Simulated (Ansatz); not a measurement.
# Fields on a plane of BiPd (NiAs type)

```
CELL_PARAMETERS angstrom
      4.26711     0.00000     0.00000
     -2.13355     3.69542     0.00000
      0.00000     0.00000     5.74237
ATOMIC_POSITIONS crystal
  Bi 0.33333 0.66667 0.25000
  Bi 0.66667 0.33333 0.75000
  Pd 0.00000 0.00000 0.50000
  Pd 0.00000 0.00000 0.00000
```

The slice is a (1 -1 0 0) plane (indices of the conventional cell) through the point (0.000, 0.000, 0.500) (fractional), spanned by u = [110] and v = [001] in vectors of this cell: u (4.27 Å) and v (5.74 Å, at 90° to u). It covers one period; positions are fractions (u, v).

Atoms on it: Pd at (0.00, 0.00); Pd at (0.00, 0.50).

The numbers are results of r2SCAN (plane waves to 500 eV, PAW, scalar-relativistic; Ansatz, a quantum-chemistry and plane-wave program), not measurements. k mesh 13×13×8. Near the nuclei the fields are pseudised (PAW); where an atom keeps semicore shells as valence, they peak there. BiPd is run without spin polarisation. BiPd was relaxed with its symmetry unable to fall. Spin-orbit coupling is left out, though Bi is heavy.

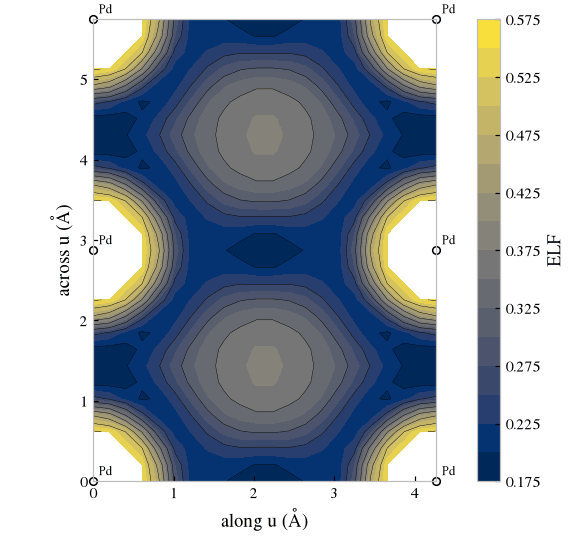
Fig. 1. Electron localisation function (ELF), one period of the plane, atoms marked. Points within 0.5 Å of a nucleus are left white, as the pseudised field means little there.

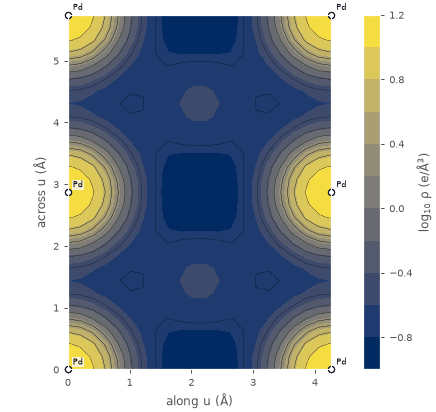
Figure. Log₁₀ of the valence density in e/Å³, one period of the plane, atoms marked. The scale is logarithmic, as a density can span decades between atoms and voids.

| Quantity | Result |
|---|---|
| Density on the Pd–Pd line (2.87 Å) at its midpoint | 0.25 e/Å³ |
| ELF at that point | 0.19 |
